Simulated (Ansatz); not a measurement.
Electronic density of states of amorphous Ga₂₄O₃₇Ca, density 4.94 g/cm³, on a 2×2×2 Γ-centred mesh with a Gaussian width of 0.1 eV; energies count from the Fermi level, whose place inside the gap is arbitrary. Cell and mesh are small, so fine structure isn't converged. All values below come from PBE, scalar-relativistic without spin-orbit coupling (plane waves to 420 eV, PAW; Ansatz, a first-principles code). Sampling: a 2×2×2 Γ-centred mesh; Fermi-Dirac width 0.02 eV; no spin polarisation. At PBE the levels at the filled edge of the gap are localised (band-tail or defect states), and the nearest spread-out levels lie 1.9 eV apart at the zone centre.

Preparation: random packing, a CHGNet melt and quench, and a DFT relaxation. O atoms were pushed apart under 1.9 Å during the dynamics, to hinder bonds among them. The hot cell started wider than the set density and was brought back towards it in steps. It is the lowest in DFT energy of 2 quenches. It is a model cell: composition and starting density were chosen by hand, and all elements were melted together. No dispersion term was used. Its density started from a set value of 4.94 and ended at 4.94 g/cm³. The simulated quench (nominally 220 K/ps over its main leg) is rapid and tends to freeze in more defects than a deposited or slowly cooled glass has. Values belong to this one cell and scatter from quench to quench. The volume was held where the preparation left it and the shape relaxed, at a PBE pressure of 1.7 GPa. Stress components on the final sampling reach 1.8 GPa.

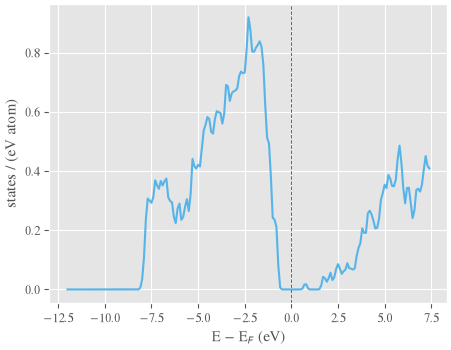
*Density of states per atom*

The level gap on this mesh is 1.54 eV; the broadening fills part of it in the curve.
